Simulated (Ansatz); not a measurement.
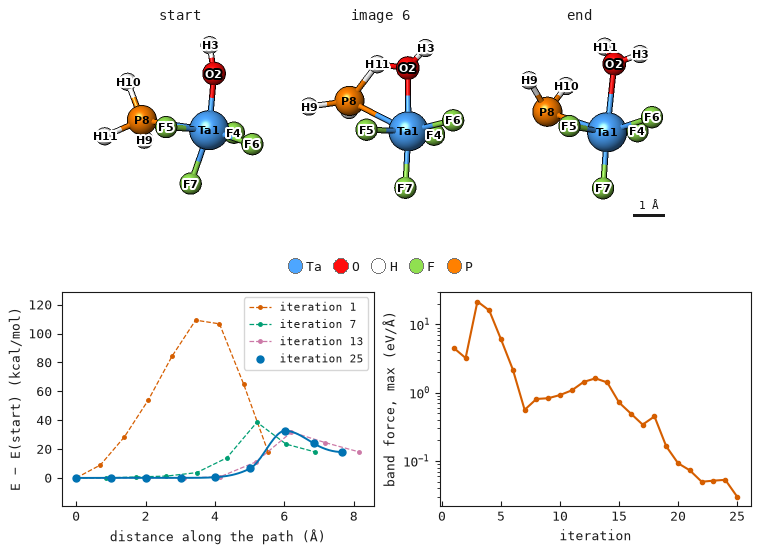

NEB run on TaPH4OF4. Images are numbered from 0 (start) to 8 (end). The plot follows the band through its iterations. Style: ball-and-stick. Shown from a free direction.

These are results of Ansatz, RKS PBE0/def2-SVP, not measurements.

Input
```yaml
crystal:
  periodic: [false, false, false]
  atoms:
    - { symbol: Ta, position_ang: [0.16714, 0.107265, 0.140656] }
    - { symbol: O, position_ang: [1.853538, 0.781547, 0.618535] }
    - { symbol: H, position_ang: [2.772824, 0.876909, 0.862478] }
    - { symbol: F, position_ang: [-0.320917, -0.033054, 1.967188] }
    - { symbol: F, position_ang: [0.854174, -0.466279, -1.531519] }
    - { symbol: F, position_ang: [-0.695133, 1.688305, -0.343007] }
    - { symbol: F, position_ang: [-1.28678, -1.067195, -0.207373] }
    - { symbol: P, position_ang: [1.151209, -2.459181, 0.793357] }
    - { symbol: H, position_ang: [0.429917, -3.165273, 1.786496] }
    - { symbol: H, position_ang: [2.465952, -2.698684, 1.269299] }
    - { symbol: H, position_ang: [1.118377, -3.421061, -0.245311] }
basis:
  gaussian: { orbitals: def2-SVP }
hamiltonian:
  xc: pbe0
neb:
  order_check: false
  images: 7
  f_tol: 0.05
  max_iterations: 47
  initial_path: linear
  final_atoms:
    - { symbol: Ta, position_ang: [-0.16009976, -0.43926889, 0.18297053] }
    - { symbol: O, position_ang: [2.09668195, -0.2483211, 0.40505661] }
    - { symbol: H, position_ang: [2.42652589, 0.66083889, 0.44685967] }
    - { symbol: F, position_ang: [-0.22081135, -0.12993253, 2.04658021] }
    - { symbol: F, position_ang: [0.12696289, -1.04694585, -1.57516946] }
    - { symbol: F, position_ang: [0.37636984, 1.34292773, -0.20858393] }
    - { symbol: F, position_ang: [-2.01061847, -0.54430315, 0.0442381] }
    - { symbol: P, position_ang: [0.45876897, -2.84665189, 0.83610249] }
    - { symbol: H, position_ang: [1.54232775, -3.12283906, -0.04587548] }
    - { symbol: H, position_ang: [1.24889605, -2.65820104, 2.00839705] }
    - { symbol: H, position_ang: [2.62529723, -0.82400409, 0.97022321] }
```

Command:
```bash
ansatz run input.yaml --threads 4 --pin off --max-ram 5120MiB --backend cpu --events-out ev --progress --plain --runs-dir out
```

Question: How did the profile develop, and is the result final?

Answer: The run is converged, with reservations. The band converged in 25 iterations. The largest component of the band force went from 4.5 to 0.03 eV/Å. The climbing image converged on the top of the path. Its curvatures weren't checked. The straight starting path can push atoms close together and costs iterations. The first iteration put the highest image at 109.3 kcal/mol. Forward barrier 32.7 kcal/mol, backward barrier 14.7 kcal/mol, with image 6 at the top; the reaction energy is +18.0 kcal/mol.

The run took 11 min on 4 threads of Intel(R) Xeon(R) Platinum 8259CL CPU @ 2.50GHz (Skylake/Cascade Lake), on a shared host, peak memory 0.46 GiB.
